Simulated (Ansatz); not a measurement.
**C2H7Si (SMILES C[SiH+]C) (charge +1): density, localisation and related maps**

```xyz
10

C     1.5460   -0.7237   -1.8095
C     1.2461    1.7328    0.2759
Si    2.1207    0.8147   -1.0279
H     0.5824   -1.0846   -1.4223
H     1.4739   -0.5710   -2.9040
H     2.3170   -1.5080   -1.6796
H     3.4132    1.3682   -1.4941
H     0.2960    1.2719    0.5816
H     1.0629    2.7690   -0.0696
H     1.9100    1.8372    1.1560
```

Geometry: r2SCAN-D4/def2-SVP.

All numbers below come from isolated molecule in a Gaussian basis; Kohn-Sham density functional theory, functional PBE0 (Ansatz 0.2.0).

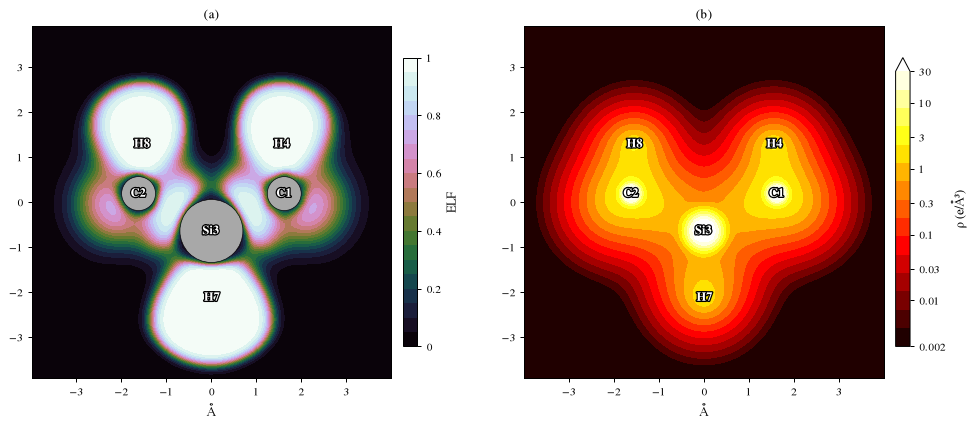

Figure 1. (a) ELF; (b) electron density on the plane of atoms C1, Si3 and C2. Grey discs cover the atomic cores in the ELF map.

### Interpret the plot.

Atoms in the plane: C, Si and H. C–Si (1.82 Å): ρ is about 1.1 e/Å³ halfway; the ELF peaks at about 0.95 between the atoms; a covalent bond. C–H (1.10 Å): the density is about 2 e/Å³ at the midpoint; the ELF climbs to about 1 towards the hydrogen, as it does in any bond to H: an ordinary covalent bond to hydrogen. Si–H (1.48 Å): ρ is about 0.88 e/Å³ halfway; the ELF climbs to about 1 towards the hydrogen.

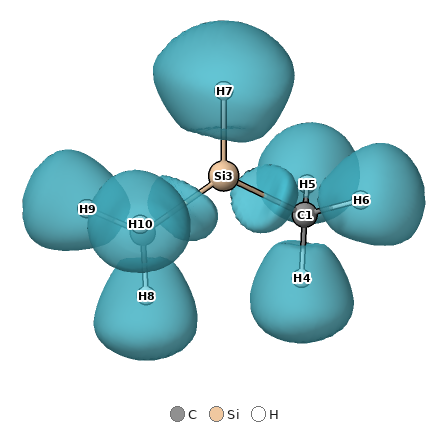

Figure 2. Isosurface of the ELF at 0.8 (cyan), seen at a tilt. Core shells and regions of very low density are left out.

### Describe the localisation domains.

At this value the surface marks out two regions between bonded C–Si atoms (shared pairs) and seven regions around hydrogen nuclei.

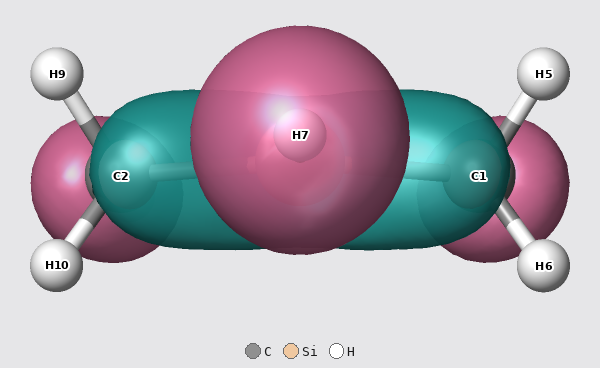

Figure 3. The HOMO−1 at ±0.15 Å⁻³ᐟ² (teal and pink are the two phases), seen from one side.

### Where does this orbital lie, and at what energy?

It lies mainly on Si3 (about 30 %), H7 (about 30 %), C2 (about 15 %) and C1 (about 15 %). Its energy is −15.53 eV.
